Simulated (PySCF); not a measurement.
C2H3NO, charge −1, doublet, SMILES `N=C[CH][O-]`.

Level of theory: TPSSh/cc-pVTZ (PySCF), at a geometry from GFN2-xTB. No frequency check shows the geometry to be a minimum. For an anion such functionals hold the outermost electrons too loosely, so the response is rough. The stability of the open-shell solution wasn't checked. The basis has no diffuse functions, which an anion needs. GFN2-xTB doesn't know the spin state, so this open-shell geometry is rough.

Cartesian coordinates (Å):

```
N1       1.5509   -0.4703    0.0000
C2       0.6859    0.5314    0.0000
C3      -0.7164    0.4767    0.0000
O4      -1.4522   -0.5525    0.0000
H5       1.0243   -1.3502    0.0000
H6       1.1370    1.5291    0.0000
H7      -1.2176    1.4843    0.0000
```

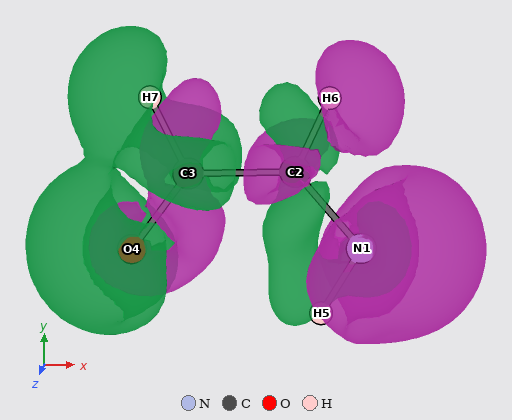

Change of the electron density in a uniform field of 0.10 V/Å, surfaces at ±0.0006 e/Å³ (green: gain, purple: loss).

The field was applied in both directions; the picture shows the one opposite to the script's first.

> Along which Cartesian direction does the field point?

Along +x: electrons gather on the −x side, against the field.

> How large is the response?

The induced dipole is 0.29 D (along the field); α along this axis, from the fields in both directions, is 57 bohr³ (8.5 Å³).
